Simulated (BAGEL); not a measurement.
# CH3GaS (SMILES [CH2]1[S][GaH]1): HF/3-21G (density fitting with qzvpp-jkfit)

What is the vertical ionisation energy of CH3GaS at HF/3-21G (density fitting with qzvpp-jkfit)? 

The results are computed with BAGEL 1.2.2.

3 further runs of the same task are left out: 3 that didn't finish. Runs told in other sessions of the task aren't counted.

### Step 1. The system as given

CH3GaS has 6 atoms, charge 0, and is taken as a singlet. SMILES: `[CH2]1[S][GaH]1`. Geometry: a GFN2-xTB relaxation, a rough one for these elements and not checked as a minimum.

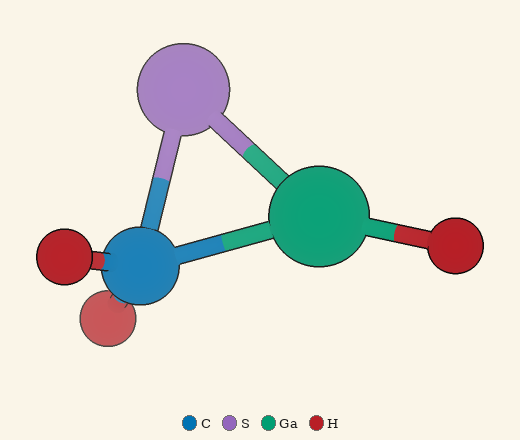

The structure, seen from a chosen angle (carbon blue, sulfur purple, gallium teal, hydrogen red).

### Step 2. A single-point energy at HF/3-21G (density fitting with qzvpp-jkfit)

Input file input.json:

```json
{ "bagel" : [

{
  "title" : "molecule",
  "basis" : "3-21g",
  "df_basis" : "qzvpp-jkfit",
  "angstrom" : "true",
  "geometry" : [
    { "atom" : "C", "xyz" : [      -0.417640,       0.080650,      -0.719480 ] },
    { "atom" : "S", "xyz" : [       0.615750,      -1.552450,      -0.170900 ] },
    { "atom" : "Ga", "xyz" : [       0.451480,       0.232710,       1.054040 ] },
    { "atom" : "H", "xyz" : [      -1.449600,      -0.230400,      -0.870360 ] },
    { "atom" : "H", "xyz" : [       0.021250,       0.438830,      -1.648680 ] },
    { "atom" : "H", "xyz" : [       0.778760,       1.030660,       2.355380 ] }
  ]
},

{
  "title" : "hf"
},

{
  "title" : "print",
  "file" : "orbitals.molden",
  "orbitals" : "true"
}

]}
```

On the command line:

```sh
$ BAGEL_NUM_THREADS=1 BAGEL input.json > input.out
```

The program printed:

```text
* using 1 threads per process

  ===============================================================
  ===============================================================

  *** Geometry ***

  { "atom" : "C", "xyz" : [     -0.789225,      0.152406,     -1.359620 ] },
  { "atom" : "S", "xyz" : [      1.163599,     -2.933705,     -0.322954 ] },
  { "atom" : "Ga", "xyz" : [      0.853174,      0.439758,      1.991847 ] },
  { "atom" : "H", "xyz" : [     -2.739347,     -0.435393,     -1.644742 ] },
  { "atom" : "H", "xyz" : [      0.040157,      0.829269,     -3.115554 ] },
  { "atom" : "H", "xyz" : [      1.471643,      1.947665,      4.451023 ] },

  Number of auxiliary basis functions:      523

  Since a DF basis is specified, we compute 2- and 3-index integrals:
    o Being stored without compression. Storage requirement is 0.010 GB

  Number of basis functions:       50
  Number of electrons      :       56

    * METHOD: MOLECULE                             0.21

  *** RHF ***

  === Nuclear Repulsion ===
   234.6176457790

      * DIIS with orbital gradients will be used.

  === RHF iteration (3-21g) ===
      0      -2348.70806240          0.01243456           0.05
      1      -2348.76223944          0.00443537           0.05
      2      -2348.76961357          0.00105730           0.05
      3      -2348.77023202          0.00016839           0.05
      4      -2348.77025490          0.00007869           0.05
      5      -2348.77025802          0.00002666           0.05
      6      -2348.77025880          0.00000926           0.05
      7      -2348.77025890          0.00000172           0.05
      8      -2348.77025890          0.00000044           0.05
      9      -2348.77025890          0.00000023           0.05
     10      -2348.77025890          0.00000008           0.05
     11      -2348.77025890          0.00000002           0.05
     12      -2348.77025890          0.00000001           0.05
    * SCF iteration converged.

    * Permanent dipole moment:
           (    0.147034,    -1.254419,    -0.802726) a.u.

    * METHOD: HF                                   0.76

    * METHOD: PRINT                                0.01

  ===============================================================
```

Wall time 1.1 s (1 thread of Arm Neoverse V1, shared host).

### Step 3. The doublet cation, same level

Input file input.json:

```json
{ "bagel" : [

{
  "title" : "molecule",
  "basis" : "3-21g",
  "df_basis" : "qzvpp-jkfit",
  "angstrom" : true,
  "geometry" : [
    { "atom" : "C", "xyz" : [   -0.417640,    0.080650,   -0.719480 ] },
    { "atom" : "S", "xyz" : [    0.615750,   -1.552450,   -0.170900 ] },
    { "atom" : "Ga", "xyz" : [    0.451480,    0.232710,    1.054040 ] },
    { "atom" : "H", "xyz" : [   -1.449600,   -0.230400,   -0.870360 ] },
    { "atom" : "H", "xyz" : [    0.021250,    0.438830,   -1.648680 ] },
    { "atom" : "H", "xyz" : [    0.778760,    1.030660,    2.355380 ] }
  ]
},
{
  "title" : "uhf",
  "charge" : 1,
  "nopen" : 1
},
{
  "title" : "print",
  "file" : "orbitals.molden",
  "orbitals" : true
}

]}
```

On the command line:

```sh
$ BAGEL_NUM_THREADS=1 BAGEL input.json > input.out
```

The program printed:

```text
* using 1 threads per process

  ===============================================================
  ===============================================================

  *** Geometry ***

  { "atom" : "C", "xyz" : [     -0.789225,      0.152406,     -1.359620 ] },
  { "atom" : "S", "xyz" : [      1.163599,     -2.933705,     -0.322954 ] },
  { "atom" : "Ga", "xyz" : [      0.853174,      0.439758,      1.991847 ] },
  { "atom" : "H", "xyz" : [     -2.739347,     -0.435393,     -1.644742 ] },
  { "atom" : "H", "xyz" : [      0.040157,      0.829269,     -3.115554 ] },
  { "atom" : "H", "xyz" : [      1.471643,      1.947665,      4.451023 ] },

  Number of auxiliary basis functions:      523

  Since a DF basis is specified, we compute 2- and 3-index integrals:
    o Being stored without compression. Storage requirement is 0.010 GB

  Number of basis functions:       50
  Number of electrons      :       56

    * METHOD: MOLECULE                             0.21

  *** Open-shell HF ***

  === Nuclear Repulsion ===
   234.6176457790

      * DIIS with orbital gradients will be used.

  === UHF iteration (3-21g) ===
      0      -2348.40424678          0.01774106           0.09
      1      -2348.45167545          0.00903678           0.09
      2      -2348.45809329          0.00593891           0.09
      3      -2348.46144525          0.00169401           0.09
      4      -2348.46317628          0.00111799           0.09
      5      -2348.46456959          0.00065602           0.09
      6      -2348.46515903          0.00037200           0.09
      7      -2348.46530930          0.00030190           0.09
      8      -2348.46543204          0.00022780           0.09
      9      -2348.46552875          0.00012928           0.09
     10      -2348.46555501          0.00004247           0.09
     11      -2348.46555661          0.00001939           0.09
     12      -2348.46555722          0.00000937           0.09
     13      -2348.46555739          0.00000446           0.09
     14      -2348.46555745          0.00000205           0.09
     15      -2348.46555747          0.00000117           0.09
     16      -2348.46555747          0.00000080           0.09
     17      -2348.46555747          0.00000031           0.09
     18      -2348.46555747          0.00000017           0.09
     19      -2348.46555747          0.00000010           0.09
     20      -2348.46555747          0.00000006           0.09
     21      -2348.46555747          0.00000005           0.09
     22      -2348.46555747          0.00000004           0.09
     23      -2348.46555747          0.00000003           0.09
     24      -2348.46555747          0.00000002           0.09
     25      -2348.46555747          0.00000002           0.09
     26      -2348.46555747          0.00000002           0.09
     27      -2348.46555747          0.00000002           0.09
     28      -2348.46555747          0.00000001           0.09
     29      -2348.46555747          0.00000001           0.09
    * SCF iteration converged.

    * S^2 (UHF) is 0.7885

    * Permanent dipole moment:
           (    0.389534,    -0.942860,    -0.076273) a.u.

    * METHOD: UHF                                  2.94

    * METHOD: PRINT                                0.01

  ===============================================================
```

Run time: 3.3 s. Hardware: 1 thread of Arm Neoverse V1, shared host.

### Step 4. Results

At HF/3-21G (density fitting with qzvpp-jkfit):

| quantity | value |
| --- | --- |
| singlet CH3GaS: total energy | -2348.77026 Eh |
| singlet CH3GaS: dipole moment | 3.80 D |
| singlet CH3GaS: HOMO energy | -9.35 eV |
| singlet CH3GaS: LUMO energy | 1.12 eV |
| singlet CH3GaS: HOMO–LUMO gap | 10.47 eV |
| doublet cation: total energy | -2348.46556 Eh |
| doublet cation: ⟨S²⟩ | 0.788 |
| vertical ionisation energy (to the doublet cation) | 8.291 eV |

**Reading.** Removing an electron at fixed nuclei costs 8.29 eV (800 kJ/mol). The negative HOMO energy of the first species, 9.35 eV, lies 1.06 eV above that difference.
